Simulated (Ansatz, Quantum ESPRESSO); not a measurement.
# RbCdH3 (Pm-3m): zone-centre phonons, part 2 of 3

Aim: the zone-centre modes of RbCdH3 (Pm-3m).

Quantum ESPRESSO 8.0 development, patched; DFT LDA, scalar-relativistic, plane waves, PseudoDojo norm-conserving pseudopotentials.

So far. Step 2 (A first look): No gap opens on this mesh, so smearing is kept; the start stands at -7.9 GPa. Step 4 (Self-consistent run for the response): The cell stands at -0.026 GPa, close enough for phonons. The relaxed cell has a = 4.063 Å (conventional setting).

The structure was built from a prototype and need not be the compound's stable phase.

### 5. Linear response at Γ

At q = 0 one unit cell holds all displacements; symmetry groups them into irreducible representations that are solved one by one. With smeared occupations no response to a homogeneous field can be asked.

Contents of ph.in:

```
phonons
 &inputph
    prefix='x',
    outdir='./tmp',
    fildyn='g.dyn',
    tr2_ph=1.0d-18,
    alpha_mix(1)=0.4,
    nmix_ph=8,
 /
0.000000000000 0.000000000000 0.000000000000
```

Launch:

```
$ OMP_NUM_THREADS=1 mpirun -n 4 ph.x -nk 4 -in ph.in > ph.out
```

Output:

```text
[banners, grids, parts of the stress and lines that vanish by symmetry left out]
[banner, memory and clock lines left out]
Program PHONON v.8.0dev

     Dynamical matrices for q-points given in input
     (   1q-points):
       N         xq(1)         xq(2)         xq(3)
       1   0.000000000   0.000000000   0.000000000

     ./tmp/x.save/

     IMPORTANT: XC functional enforced from input :
     Exchange-correlation= PW
                           (   1   4   0   0   0   0   0)
     Any further DFT definition will be discarded
     Please, verify this is what you really want

     In Cd.upf r*V + 2Z of the local potential adds  1.5E-02 Ry bohr^3 between 6 and 10 bohr.
     Times the mean valence density, that enters the energy per atom

     G-vector sticks info

     Reading collected, re-writing distributed wavefunctions in ./tmp/

     Number and degeneracy of irreps per q-point
       N         xq(1)         xq(2)         xq(3)   N irreps
       1   0.000000000   0.000000000   0.000000000       5
        3   3   3   3   3

     Calculation of q =    0.0000000   0.0000000   0.0000000

     phonons

     bravais-lattice index     =            0
     lattice parameter (alat)  =       7.6772  a.u.
     unit-cell volume          =     452.4814 (a.u.)^3
     number of atoms/cell      =            5
     number of atomic types    =            3
     kinetic-energy cut-off    =     102.0000  Ry
     charge density cut-off    =     408.0000  Ry
     convergence threshold     =      1.0E-18
     beta                      =       0.4000
     number of iterations used =            8
     Exchange-correlation= PW
                           (   1   4   0   0   0   0   0)

     celldm(1)=    7.67715  celldm(2)=    0.00000  celldm(3)=    0.00000
     celldm(4)=    0.00000  celldm(5)=    0.00000  celldm(6)=    0.00000

     crystal axes: (cart. coord. in units of alat)
               a(1) = (  1.0000  0.0000  0.0000 )
               a(2) = (  0.0000  1.0000  0.0000 )
               a(3) = (  0.0000  0.0000  1.0000 )

     reciprocal axes: (cart. coord. in units 2 pi/alat)
               b(1) = (  1.0000  0.0000  0.0000 )
               b(2) = (  0.0000  1.0000  0.0000 )
               b(3) = (  0.0000  0.0000  1.0000 )

     Atoms inside the unit cell:

     Cartesian axes

     site n.  atom      mass           positions (alat units)
        1  Rb     85.4678   tau(    1) = (    0.00000    0.00000    0.00000  )
        2  Cd    112.4140   tau(    2) = (    0.50000    0.50000    0.50000  )
        3  H       1.0080   tau(    3) = (    0.50000    0.50000    0.00000  )
        4  H       1.0080   tau(    4) = (    0.50000    0.00000    0.50000  )
        5  H       1.0080   tau(    5) = (    0.00000    0.50000    0.50000  )

     Computing dynamical matrix for
                    q = (   0.0000000   0.0000000   0.0000000 )

     49 Sym.Ops. (with q -> -q+G )

     G cutoff =  609.1173  (  62933 G-vectors)     FFT grid: ( 50, 50, 50)

     number of k points=    35  Marzari-Vanderbilt smearing, width (Ry)=  0.0200
                       cart. coord. in units 2pi/alat
        k(    1) = (   0.0000000   0.0000000   0.0000000), wk =   0.0039062
        k(    2) = (   0.0000000   0.0000000   0.1250000), wk =   0.0234375
        k(    3) = (   0.0000000   0.0000000   0.2500000), wk =   0.0234375
        [... further k-points left out ...]

     PseudoPot. # 1 for Rb read from file:
     ./pseudo/Rb.upf
     Pseudo is Norm-conserving + core correction, Zval =  9.0
     Using radial grid of 2226 points,  6 beta functions with:
                l(1) =   0
                l(2) =   0
                l(3) =   1
                l(4) =   1
                l(5) =   2
                l(6) =   2

     PseudoPot. # 2 for Cd read from file:
     ./pseudo/Cd.upf
     Pseudo is Norm-conserving + core correction, Zval = 20.0
     Using radial grid of 1336 points,  6 beta functions with:
                l(1) =   0
                l(2) =   0
                l(3) =   1
                l(4) =   1
                l(5) =   2
                l(6) =   2

     PseudoPot. # 3 for H  read from file:
     ./pseudo/H.upf
     Pseudo is Norm-conserving, Zval =  1.0
     Using radial grid of 1180 points,  3 beta functions with:
                l(1) =   0
                l(2) =   0
                l(3) =   1

     Mode symmetry, O_h (m-3m)  point group:

     Atomic displacements:
     There are    5 irreducible representations

     Representation     1      3 modes -  To be done

     Representation     2      3 modes -  To be done

     Representation     3      3 modes -  To be done

     Representation     4      3 modes -  To be done

     Representation     5      3 modes -  To be done

     Alpha used in Ewald sum =   2.8000

     Representation #   1 modes #   1   2   3

     Self-consistent Calculation

     The passes end when |ddv_scf|^2 is under  4.4E-20 (on this mesh; tr2_ph alone asks  1.0E-18)
      iter #   1   av.it.:   4.6
      thresh= 1.000E-02 alpha_mix =  0.400 |ddv_scf|^2 =  4.929E-09
      iter #   2   av.it.:  15.2
      thresh= 7.021E-06 alpha_mix =  0.400 |ddv_scf|^2 =  1.826E-10
      iter #   3   av.it.:  15.5
      thresh= 1.351E-06 alpha_mix =  0.400 |ddv_scf|^2 =  2.008E-11
      iter #   4   av.it.:  16.0
      thresh= 4.481E-07 alpha_mix =  0.400 |ddv_scf|^2 =  4.639E-13
      iter #   5   av.it.:  16.6
      thresh= 6.811E-08 alpha_mix =  0.400 |ddv_scf|^2 =  8.950E-15
      iter #   6   av.it.:  16.4
      thresh= 9.461E-09 alpha_mix =  0.400 |ddv_scf|^2 =  1.292E-15
      iter #   7   av.it.:  16.1
      thresh= 3.594E-09 alpha_mix =  0.400 |ddv_scf|^2 =  4.623E-17
      iter #   8   av.it.:  16.7
      thresh= 6.800E-10 alpha_mix =  0.400 |ddv_scf|^2 =  9.989E-19
      iter #   9   av.it.:  16.6
      thresh= 9.994E-11 alpha_mix =  0.400 |ddv_scf|^2 =  9.017E-20
      iter #  10   av.it.:  16.0
      thresh= 3.003E-11 alpha_mix =  0.400 |ddv_scf|^2 =  9.228E-22

     End of self-consistent calculation

     Convergence has been achieved

     Representation #   2 modes #   4   5   6

     Self-consistent Calculation

     The passes end when |ddv_scf|^2 is under  4.4E-20 (on this mesh; tr2_ph alone asks  1.0E-18)
      iter #   1   av.it.:  10.1
      thresh= 1.000E-02 alpha_mix =  0.400 |ddv_scf|^2 =  5.217E-06
      iter #   2   av.it.:  14.7
      thresh= 2.284E-04 alpha_mix =  0.400 |ddv_scf|^2 =  8.320E-08
      iter #   3   av.it.:  15.1
      thresh= 2.884E-05 alpha_mix =  0.400 |ddv_scf|^2 =  7.631E-09
      iter #   4   av.it.:  15.2
      thresh= 8.736E-06 alpha_mix =  0.400 |ddv_scf|^2 =  3.593E-10
[...]
End of self-consistent calculation

     Convergence has been achieved

     Representation #   3 modes #   7   8   9

     Self-consistent Calculation

     The passes end when |ddv_scf|^2 is under  4.4E-20 (on this mesh; tr2_ph alone asks  1.0E-18)
[...]
End of self-consistent calculation

     Convergence has been achieved

     Representation #   4 modes #  10  11  12

     Self-consistent Calculation

     The passes end when |ddv_scf|^2 is under  4.4E-20 (on this mesh; tr2_ph alone asks  1.0E-18)
[...]
End of self-consistent calculation

     Convergence has been achieved

     Representation #   5 modes #  13  14  15

     Self-consistent Calculation

     The passes end when |ddv_scf|^2 is under  4.4E-20 (on this mesh; tr2_ph alone asks  1.0E-18)
[...]
iter #   2   av.it.:  14.3
      thresh= 3.104E-06 alpha_mix =  0.400 |ddv_scf|^2 =  2.495E-10
      iter #   3   av.it.:  15.0
      thresh= 1.580E-06 alpha_mix =  0.400 |ddv_scf|^2 =  2.231E-13
      iter #   4   av.it.:  15.6
      thresh= 4.723E-08 alpha_mix =  0.400 |ddv_scf|^2 =  2.502E-14
      iter #   5   av.it.:  14.9
      thresh= 1.582E-08 alpha_mix =  0.400 |ddv_scf|^2 =  2.479E-16
      iter #   6   av.it.:  15.1
      thresh= 1.574E-09 alpha_mix =  0.400 |ddv_scf|^2 =  1.405E-18
      iter #   7   av.it.:  15.8
      thresh= 1.185E-10 alpha_mix =  0.400 |ddv_scf|^2 =  7.501E-20
      iter #   8   av.it.:  15.5
      thresh= 2.739E-11 alpha_mix =  0.400 |ddv_scf|^2 =  1.925E-22

     End of self-consistent calculation

     Convergence has been achieved

     Number of q in the star =    1
     List of q in the star:
          1   0.000000000   0.000000000   0.000000000

     Diagonalizing the dynamical matrix

     q = (    0.000000000   0.000000000   0.000000000 )

 **************************************************************************
     freq (    1) =      -0.019103 [THz] =      -0.637206 [cm-1]
     freq (    2) =      -0.019103 [THz] =      -0.637206 [cm-1]
     freq (    3) =      -0.019103 [THz] =      -0.637206 [cm-1]
     freq (    4) =       3.143393 [THz] =     104.852303 [cm-1]
     freq (    5) =       3.143393 [THz] =     104.852303 [cm-1]
     freq (    6) =       3.143393 [THz] =     104.852303 [cm-1]
     freq (    7) =      15.388961 [THz] =     513.320474 [cm-1]
     freq (    8) =      15.388961 [THz] =     513.320474 [cm-1]
     freq (    9) =      15.388961 [THz] =     513.320474 [cm-1]
     freq (   10) =      19.177655 [THz] =     639.697725 [cm-1]
     freq (   11) =      19.177655 [THz] =     639.697725 [cm-1]
     freq (   12) =      19.177655 [THz] =     639.697725 [cm-1]
     freq (   13) =      32.371565 [THz] =    1079.799162 [cm-1]
     freq (   14) =      32.371565 [THz] =    1079.799162 [cm-1]
     freq (   15) =      32.371565 [THz] =    1079.799162 [cm-1]
 **************************************************************************

     Mode symmetry, O_h (m-3m)  point group:

     freq (   1-   3) =         -0.6  [cm-1]   --> T_1u G_15  G_4- I
     freq (   4-   6) =        104.9  [cm-1]   --> T_1u G_15  G_4- I
     freq (   7-   9) =        513.3  [cm-1]   --> T_1u G_15  G_4- I
     freq (  10-  12) =        639.7  [cm-1]   --> T_2u G_25  G_5-
     freq (  13-  15) =       1079.8  [cm-1]   --> T_1u G_15  G_4- I
```

It took 12 min on 4 MPI ranks of Intel Xeon Platinum 8488C (Sapphire Rapids), shared host; 48 min of CPU time.

This step gave:

* largest acoustic frequency at the zone centre before the sum rule: -0.64 cm⁻¹
* highest optical zone-centre mode (no LO-TO term): 1080 cm⁻¹
* lowest optical zone-centre mode: 104.8 cm⁻¹

The acoustic modes at Γ come out as far as 0.6 cm⁻¹ from zero, where they should vanish, a small numerical error.

### 6. Zone-centre analysis

A rigid shift of the crystal must cost nothing, but grids and finite bases break this; the acoustic sum rule is imposed before the matrix is diagonalised again.

Contents of dynmat.in:

```
 &input
    fildyn='g.dyn',
    asr='simple',
    fileig='dynmat.eig',
 /
```

Launch:

```
$ dynmat.x -in dynmat.in > dynmat.out
```

Output:

```text
[banner, memory and clock lines left out]
Program DYNMAT v.8.0dev

     Reading Dynamical Matrix from file g.dyn
     ...Force constants read
     ...epsilon and Z* not read (not found on file)
     A direction for q was not specified:TO-LO splitting will be absent

     Polarizability (A^3 units)
     multiply by 1.000000 for Clausius-Mossotti correction (not under assume_isolated = 'mt')
         0.000000    0.000000    0.000000
         0.000000    0.000000    0.000000
         0.000000    0.000000    0.000000

     IR activities are in (D/A)^2/amu units

# mode   [cm-1]    [THz]      IR
    1     -0.00   -0.0000    0.0000
    2     -0.00   -0.0000    0.0000
    3      0.00    0.0000    0.0000
    4    104.85    3.1434    0.0000
    5    104.85    3.1434    0.0000
    6    104.85    3.1434    0.0000
    7    513.30   15.3884    0.0000
    8    513.30   15.3884    0.0000
    9    513.30   15.3884    0.0000
   10    639.68   19.1770    0.0000
   11    639.68   19.1770    0.0000
   12    639.68   19.1770    0.0000
   13   1079.81   32.3718    0.0000
   14   1079.81   32.3718    0.0000
   15   1079.81   32.3718    0.0000

[end of the log left out, with the tail of the file of modes that dynmat.x writes under the same name]
```

The job ended after 0.64 s (1 thread).

Unit eigenvectors of the mass-weighted matrix after the sum rule; no LO-TO term. Modes at Γ, with each element's share of the kinetic energy:

```csv
mode,frequency (cm⁻¹),symmetry,Rb %,Cd %,H %
1,0.0,acoustic,43,56,2
2,0.0,acoustic,43,56,2
3,0.0,acoustic,43,56,2
4,104.8,T1u,56,44,0
5,104.8,T1u,56,44,0
6,104.8,T1u,56,44,0
7,513.3,T1u,1,0,98
8,513.3,T1u,1,0,98
9,513.3,T1u,1,0,98
10,639.7,T2u,0,0,100
11,639.7,T2u,0,0,100
12,639.7,T2u,0,0,100
13,1079.8,T1u,0,0,100
14,1079.8,T1u,0,0,100
15,1079.8,T1u,0,0,100
```

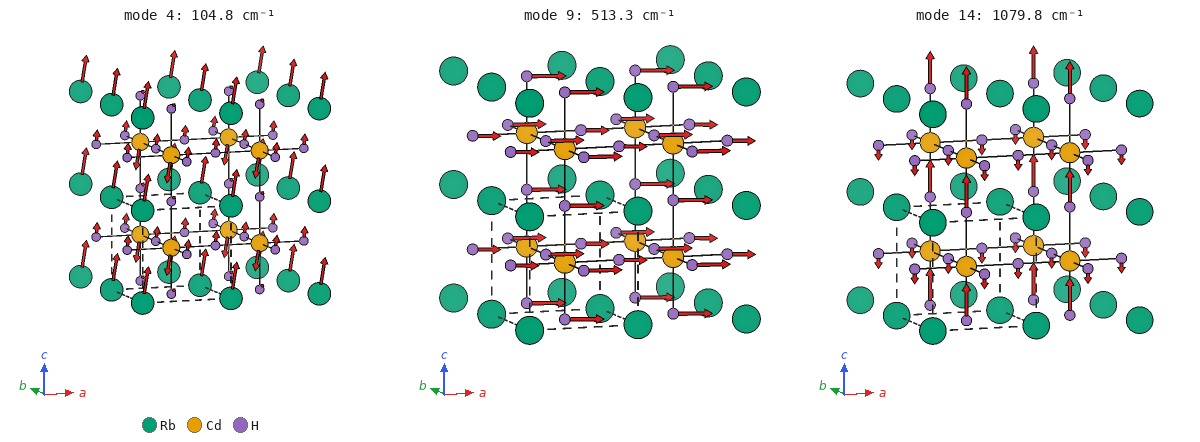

Displacement patterns of modes 4, 9 and 14 at Γ; arrows are exaggerated. 2×2×2 cells are drawn. Some periodic images of atoms are drawn too.

The rule moves no optical mode by more than 0.1 cm⁻¹.

### 7. Sum rules set otherwise: a sum rule for molecules or wires on a crystal

This rule also removes rotations, which suits molecules and not a crystal; it is tried to see the harm.

Contents of dynmat.in:

```
 &input
    fildyn='g.dyn',
    asr='zero-dim',
    fileig='dynmat.eig',
 /
```

Launch:

```
$ dynmat.x -in dynmat.in > dynmat.out
```

Output:

```text
[banner, memory and clock lines left out]
Program DYNMAT v.8.0dev

     Reading Dynamical Matrix from file g.dyn
     ...Force constants read
     ...epsilon and Z* not read (not found on file)
     Warning: this looks like a crystal, not a molecule in a box: use asr = 'crystal'
     Acoustic Sum Rule: || Z*(ASR) - Z*(orig)|| =    0.000000E+00
     Acoustic Sum Rule: ||dyn(ASR) - dyn(orig)||=    1.099191E-01
     A direction for q was not specified:TO-LO splitting will be absent

     Polarizability (A^3 units)
     multiply by 1.000000 for Clausius-Mossotti correction (not under assume_isolated = 'mt')
         0.000000    0.000000    0.000000
         0.000000    0.000000    0.000000
         0.000000    0.000000    0.000000

     IR activities are in (D/A)^2/amu units

# mode   [cm-1]    [THz]      IR
    1     -0.00   -0.0000    0.0000
    2     -0.00   -0.0000    0.0000
    3     -0.00   -0.0000    0.0000
    4      0.00    0.0000    0.0000
    5      0.00    0.0000    0.0000
    6      0.00    0.0000    0.0000
    7    104.85    3.1433    0.0000
    8    488.22   14.6365    0.0000
    9    488.22   14.6365    0.0000
   10    513.29   15.3882    0.0000
   11    652.04   19.5478    0.0000
   12    652.04   19.5478    0.0000
   13    988.88   29.6457    0.0000
   14    988.88   29.6457    0.0000
   15   1079.80   32.3716    0.0000

[end of the log left out, with the tail of the file of modes that dynmat.x writes under the same name]
```

Run time: 0.63 s. Hardware: 1 thread.

The program raised no error, yet the settings are not those of a careful run.

The fault: a sum rule for molecules or wires on a crystal; 3 optical modes are projected out to zero frequency, as if they were rotations.

For a crystal the rule has to be 'simple' or 'crystal'.

Zone-centre frequencies as printed; negative means imaginary. Modes:

| mode | frequency (cm⁻¹) |
| --- | --- |
| 1 | 0 |
| 2 | 0 |
| 3 | 0 |
| 4 | 0 |
| 5 | 0 |
| 6 | 0 |
| 7 | 104.8 |
| 8 | 488.2 |
| 9 | 488.2 |
| 10 | 513.3 |
| 11 | 652 |
| 12 | 652 |
| 13 | 988.9 |
| 14 | 988.9 |
| 15 | 1080 |

[end of part 2 of 3]

[Host names and launcher messages were left out of these logs when they were recorded.]

[Logs are printed without paths, hosts, clocks, repeated set-up lines and the standing remarks that a program may print on its own settings, such as how far it seeks lower states.]

[Hosts, paths, dates, database ids (printed as entryN), source tags and the programs' standing remarks are cut or masked in the printed files.]
